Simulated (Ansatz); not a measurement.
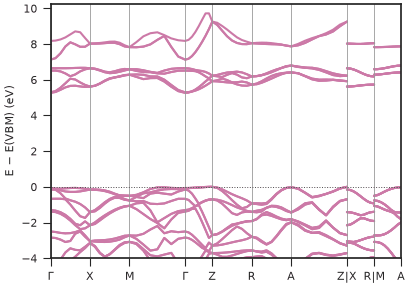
Figure: Band structure from r²SCAN with spin–orbit coupling (plane waves, PAW; program Ansatz)

The gap is 5.27 eV; an edge lies off the plotted path or next to a special point (maximum on the Γ–Z line, 96 % of the way from Γ, minimum at Γ).

The material is HfO2 in space group P4_2/nmc (No. 137; Hf on 2a, O on 4d).

This is a known high-temperature phase of the composition, computed here at zero pressure and temperature. The r²SCAN relaxation kept the symmetry of its start; whether a distortion lowers the energy is not shown. No spin polarisation was allowed.

Potentials: the later of the program's two PAW sets.
